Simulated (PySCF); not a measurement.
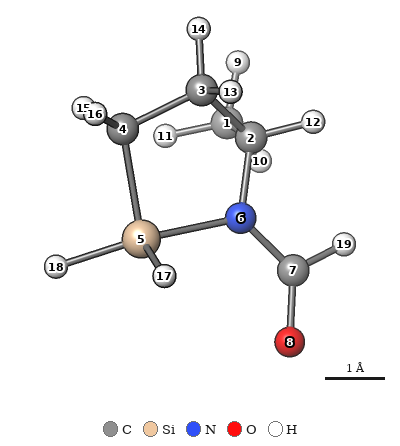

Figure 1. The input geometry (ball-and-stick view, seen at a tilt; atoms are numbered from 1 in the order of the input). Bond lengths as drawn: C–C 1.52 to 1.53 Å, C–H 1.09 to 1.12 Å, C–N 1.34 to 1.44 Å, C–O 1.24 Å, C–Si 1.92 Å, H–Si 1.48 to 1.54 Å and N–Si 1.83 Å.

## Run report: C5H11NOSi (charge −1), EPR calculation

- system: C5H11NOSi, charge −1, multiplicity 2
- method: UKS B3LYP, pcH-1 on C H N O Si, non-relativistic, mean-field spin-orbit, GIAO (PySCF 2.14.0)

It belongs to a series of runs on one base structure; here: electron added.

Input file
```
{"job": {"kind": "epr", "basis": "pcH-1"}, "charge": -1, "multiplicity": 2}
C     -1.619073    -0.896948    -0.266941
C     -0.630287    -0.197290     0.672371
C      0.625054    -1.040105     0.899631
C      1.492571    -0.929291    -0.338269
Si     1.256500     0.855529    -0.999697
N     -0.166190     1.058696     0.132209
C     -0.977848     2.120544     0.199253
O     -0.768967     3.236633    -0.298364
H     -1.991449    -1.820033     0.180782
H     -2.463414    -0.239901    -0.470913
H     -1.126667    -1.124608    -1.208534
H     -1.143884    -0.013544     1.632166
H      1.165170    -0.615066     1.751205
H      0.354765    -2.073961     1.156436
H      1.202678    -1.678398    -1.077460
H      2.536518    -1.136476    -0.091217
H      2.118931     1.854296    -0.332760
H      2.055442     0.719357    -2.308561
H     -1.929655     1.929818     0.761200
```

The first line tells a small driver script what to run in PySCF; the rest is the geometry in Å.

Run as:
```bash
OMP_NUM_THREADS=1 python <driver script> task.json out
```

The program's output
```
UKS, coarse grid
  cycle   1  E = -616.43361714  |g| = 7.12e-01
  cycle   2  E = -615.36163303  |g| = 1.67e+00
  cycle   3  E = -616.60512197  |g| = 3.18e-01
  cycle   4  E = -616.64309371  |g| = 1.64e-01
  cycle   5  E = -616.65368087  |g| = 4.72e-02
  cycle   6  E = -616.65455208  |g| = 1.69e-02
  cycle   7  E = -616.65467993  |g| = 4.17e-03
  cycle   8  E = -616.65469222  |g| = 1.73e-03
  cycle   9  E = -616.65469489  |g| = 7.51e-04
UKS, final grid
  cycle   1  E = -616.65482088  |g| = 9.04e-04
  cycle   2  E = -616.65482049  |g| = 1.40e-03
  cycle   3  E = -616.65482135  |g| = 2.30e-04
  cycle   4  E = -616.65482137  |g| = 8.39e-05
  cycle   5  E = -616.65482138  |g| = 7.16e-05
  cycle   6  E = -616.65482138  |g| = 1.71e-05
E = -616.65482138 Eh   <S^2> = 0.7529 (exact 0.7500)
g shifts (ppm)      1          2          3
  rmc          -136       -136       -136
  gc             34         31         31
  oz_so         206        828       1354
  total         103        722       1249
hyperfine (MHz)  atom isotope    a_iso     a_fc   dipolar eigenvalues
    0   13C      -0.77      -0.77     -1.19     -0.27      1.46
    1   13C       7.50       7.50     -1.08     -0.69      1.77
    2   13C      -0.46      -0.46     -0.59     -0.17      0.77
    3   13C     -11.40     -11.41     -1.12      0.04      1.08
    4  29Si    -525.55    -526.27    -90.90     38.30     52.59
    5   14N      51.67      51.68     -5.09     -2.24      7.33
    6   13C       5.38       5.39     -8.65     -7.69     16.35
    7   17O      -7.21      -7.22    -17.19      7.92      9.27
    8    1H       2.71       2.71     -1.11     -0.65      1.76
    9    1H      -0.36      -0.36     -1.47     -0.84      2.31
   10    1H       2.13       2.13     -3.27     -1.81      5.08
   11    1H       6.13       6.13     -1.62     -1.06      2.68
   12    1H      -0.37      -0.37     -1.37     -0.97      2.34
   13    1H      -1.44      -1.44     -0.93     -0.78      1.71
   14    1H      12.28      12.28     -2.93     -1.45      4.38
   15    1H      23.47      23.47     -2.03     -0.91      2.94
   16    1H     -25.59     -25.61     -6.54     -3.06      9.60
   17    1H     201.79     201.77     -7.50     -1.80      9.31
   18    1H       1.74       1.74     -4.71     -1.24      5.95
```

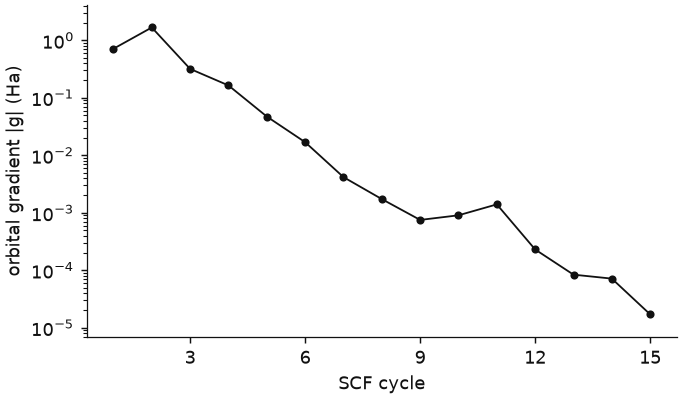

Figure 2. Convergence of the self-consistent field: orbital gradient |g| against the SCF cycle. All cycles printed in the log are drawn one after another.

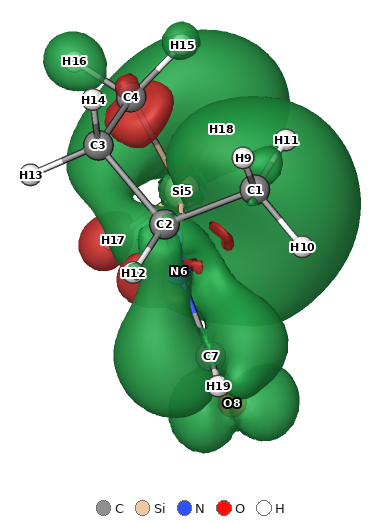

Figure 3. Isosurfaces of the spin density at +0.006 (green) and −0.006 e/Å³ (red), seen at an oblique angle. The unpaired spin (1 electron) lies mostly on Si5 (about 0.6), H18 (about 0.1), C7 (about 0.1) and N6 (about 0.1), in electrons by Hirshfeld's partition.

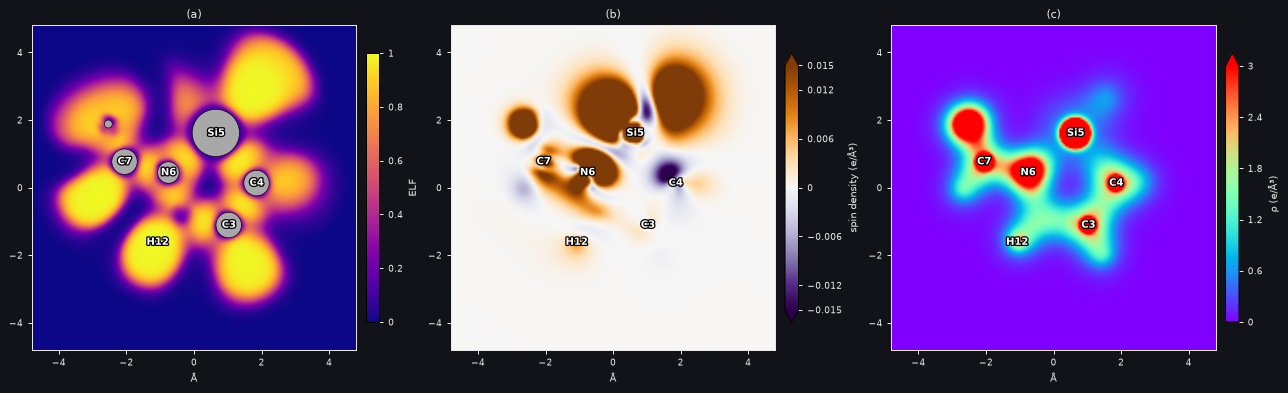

Figure 4. (a) electron localisation function; (b) spin density (α minus β); (c) total electron density on the plane of atoms Si5, N6 and C7. Grey discs, where drawn, cover atomic cores. Atoms in the plane: C, Si, N and H. C–Si (1.92 Å): ρ at the midpoint is about 0.89 e/Å³; the ELF peaks at about 0.95 between the atoms (a covalent bond). The unpaired spin (1 electron) lies mostly on Si5 (about 0.6), H18 (about 0.1), C7 (about 0.1) and N6 (about 0.1), in electrons by Hirshfeld's partition.

Summary

- outcome: converged
- total energy: −616.654821 hartree
- ⟨S²⟩: 0.753
- isotropic g: 2.0030
- hardware: 1 CPU thread, shared host
- wall time: 2.2 min
- peak memory: 1.1 GiB
